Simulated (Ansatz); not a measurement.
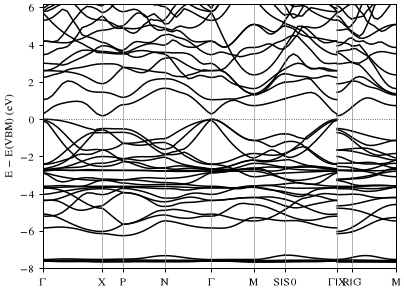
Band structure from the program Ansatz at the LDA level (PAW)

Question: Read off the gap and where the band edges lie.

Answer: About 0.2 eV (0.18 eV by a search for the band edges); maximum at Γ, minimum at X.

Question: Which of these materials gives this?
A) ZnCu2SiTe4, I-42m (Zn on 2a, Si on 2b, Cu on 4d, Te on 8i)
B) TiNF, I4_1md (Ti on 4a, N on 4a, F on 4a)
C) ZnSnP2, chalcopyrite
D) TiO2, anatase

Answer: A, ZnCu2SiTe4, I-42m (Zn on 2a, Si on 2b, Cu on 4d, Te on 8i)

The workflow started from a Materials Project entry (that database holds measured and hypothetical structures alike); the Crystallography Open Database copy checked does not list it. Whether it is the stable phase at ambient conditions was not checked. Symmetry was held in the LDA relaxation; its stability against distortions is not shown here. The run is not spin-polarised. Scalar-relativistic: spin–orbit coupling is off unless named, which matters more the heavier the elements.

Potentials: the later of the program's two PAW sets.
